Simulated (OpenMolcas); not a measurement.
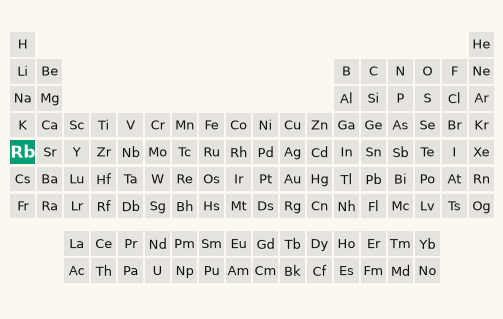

Figure 1. The place of rubidium in the periodic table.

## Multiconfigurational calculation, with input and output: Rb

System: Rb.
Method: state-averaged CASSCF, active space 1 electron in the shells 5s 5p 6s 6p, basis ANO-RCC-VDZ, DKH4 scalar Hamiltonian, spin-orbit coupling by RASSI with atomic mean-field integrals (OpenMolcas).

Input file:
```
&GATEWAY
Coord
1

Rb 0.0 0.0 0.0
Basis=ANO-RCC-VDZ
Group=XYZ
NoMove
AngMom=0.0 0.0 0.0
AMFI
&SEWARD
Relativistic=R04O02
&RASSCF
FileOrb=start.orb
Symmetry=1
Spin=2
nActEl=1 0 0
Inactive=9 9
Ras2=1 3
CIRoot=1 1 1
SDav=1
CIMx=300
Iter=120 100
PrWF=0.3
OrbListing=Nothing
MaxOrb=0
Atom
>>> COPY $Project.JobIph JOBPRE
&RASSCF
FileOrb=start.orb
Symmetry=1
Spin=2
nActEl=2 0 0
Inactive=9 9
Ras2=2 6
CIRoot=2 2 1
SDav=2
CIMx=300
Iter=94 100
PrWF=0.3
OrbListing=Nothing
MaxOrb=0
Atom
CIOnly
>>> COPY $Project.JobIph JOB001
```

The file start.orb holds starting orbitals from an earlier step.

Hardware: 1 thread of Arm Neoverse V1, 112 GiB of memory available, shared host.

Run as:
```bash
OMP_NUM_THREADS=1 MOLCAS_MEM=2252 MOLCAS_PROJECT=a pymolcas a.inp > a.log  # once for each step of the input, in one work folder
```

Log (extracts):
```
--- SEWARD ---
Basis set label: RB.ANO-RCC...6S5P1D.

      Electronic valence basis set:
      ------------------
      Associated Effective Charge  37.000000 au
      Associated Actual Charge     37.000000 au
      Nuclear Model: Point charge

      Shell  nPrim  nBasis  Cartesian Spherical Contaminant
         s      23       6        X
         p      19       5        X
         d      11       1                 X
Relativistic=R04O02
                  Relativistic Douglas-Kroll-Hess integrals:
                    - DKH order of Hamiltonian: 4
                    - DKH order of Properties : 2
--- RASSCF ---

 Nr of active orbitals     NAC=   8
 Spin degeneracy         ISPIN=   2
 There can be no such wave function.
 ************************************************
--- Stop Module: rasscf at  /rc=_RC_INPUT_ERROR_ ---
.####################.
.# User input error #.
.####################.
```

What the run reported:

| quantity | value |
| --- | --- |
| outcome | refused by the program |

Diagnosis:

One thing in this input was made wrong on purpose: wrong electron count. The program refused the input; the driver noted: RASSCF spin 2: _RC_INPUT_ERROR_.
